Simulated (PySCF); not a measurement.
Input file:

```
{"job": {"kind": "uv", "xc": "wB97X-D", "basis": "def2-SVPD", "nstates": 8, "ntriplets": 3}, "charge": 0, "multiplicity": 1}
C      1.389232     0.386019    -1.375294
C      1.532568     0.672731     0.088809
C      1.034869    -0.113449     1.045613
C      0.230061    -1.338541     0.808762
Al    -1.596185    -1.021724    -0.041491
N     -1.601048     1.040282    -0.010590
H      2.241167    -0.190072    -1.740479
H      1.346246     1.310085    -1.950784
H      0.484236    -0.198577    -1.560168
H      2.116709     1.546156     0.352056
H      1.185007     0.177859     2.079676
H      0.760737    -1.990215     0.097018
H      0.162529    -1.910137     1.742498
H     -2.886737    -1.257118     0.801109
H     -1.730025    -1.288238    -1.577885
H     -2.064779     1.384470     0.826351
H     -0.606294     1.289298     0.052979
H     -2.007052     1.507488    -0.816454
```

Launched as:

```sh
OMP_NUM_THREADS=1 python probes_run.py task.json out
```

Geometry: GFN2-xTB.

All numbers below come from PySCF 2.14.0, wB97X-D/def2-SVPD, SCF density, gas phase.

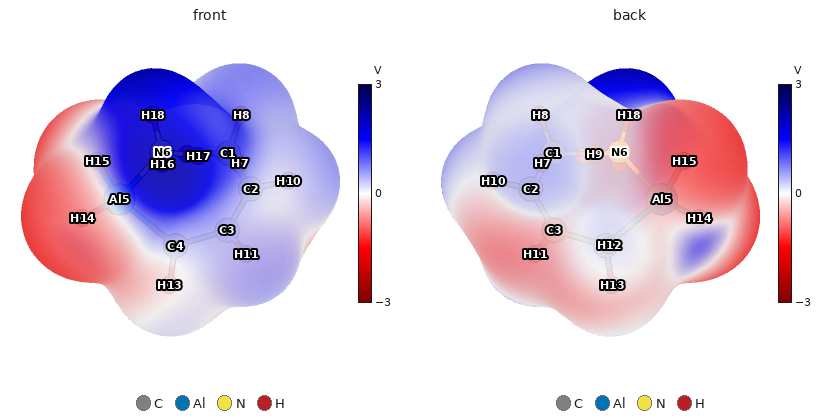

C$_{4}$H$_{12}$AlN (SMILES C/C=C\[CH2][AlH2-][NH3+]). The molecular electrostatic potential painted on the density surface at 0.001 e/bohr³, seen from the front and from behind; the colour scale runs from red (negative) to blue (positive).

**Which sites attract a positive test charge, and which a negative one?**

A positive charge is drawn to the negative regions and a negative charge to the positive ones. The most negative region (about −1.1 V) lies over H14 and H15, the most positive (about +2.1 V) over H16 and H18.
